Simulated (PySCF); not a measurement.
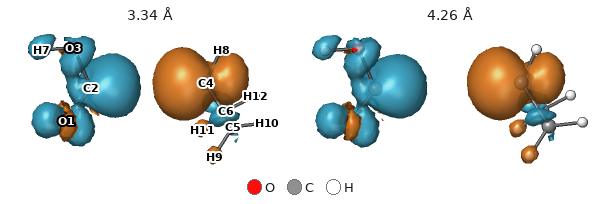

Figure. C$_{4}$H$_{6}$O$_{2}$, SMILES `O=C(O)C1CC1`. Rigid stretch of the C2–C4 bond. Broken-symmetry UHF spin density at ±0.03 e/Å³ (light blue: α, orange: β).

PySCF calculation, 6-31G* basis, gas phase; geometry: GFN2-xTB. No frequency check shows the geometry to be a minimum.

Coordinates in Å:

```
O1      -0.9809   -1.2792   -0.0003
C2      -0.8192   -0.0862    0.0000
O3      -1.8483    0.7787    0.0001
C4       0.4821    0.6131    0.0005
C5       1.6262   -0.0369    0.7421
C6       1.6261   -0.0357   -0.7423
H7      -2.6893    0.2951   -0.0001
H8       0.3999    1.6908    0.0014
H9       1.4086   -0.9671    1.2443
H10      2.3076    0.6115    1.2706
H11      1.4084   -0.9650   -1.2461
H12      2.3074    0.6136   -1.2699
```

How does the broken-symmetry solution share the spin, and how far is it from a pure singlet?

Answer. At 4.26 Å excess α spin lies mostly on C2 and excess β on C4; the two could be swapped at no cost. ⟨S²⟩ is 1.00 at 3.34 Å and 1.02 at 4.26 Å, against 0 for a pure singlet and 1 for an equal mix of singlet and triplet.

Where does the UHF solution part from RHF?

Answer. Between 2.05 Å (⟨S²⟩ = 0, the two coincide) and 2.36 Å (⟨S²⟩ = 0.59); at 4.26 Å ⟨S²⟩ is 1.02 and UHF lies 4.8 eV below RHF.

How much energy does the stretch cost?

Answer. By CASSCF, 4.7 eV from the lowest point of the scan (1.52 Å) to 4.26 Å; RHF gives 8.9 eV from its own lowest point. The fragments aren't relaxed and dynamic correlation is missing, so this isn't a bond dissociation energy.
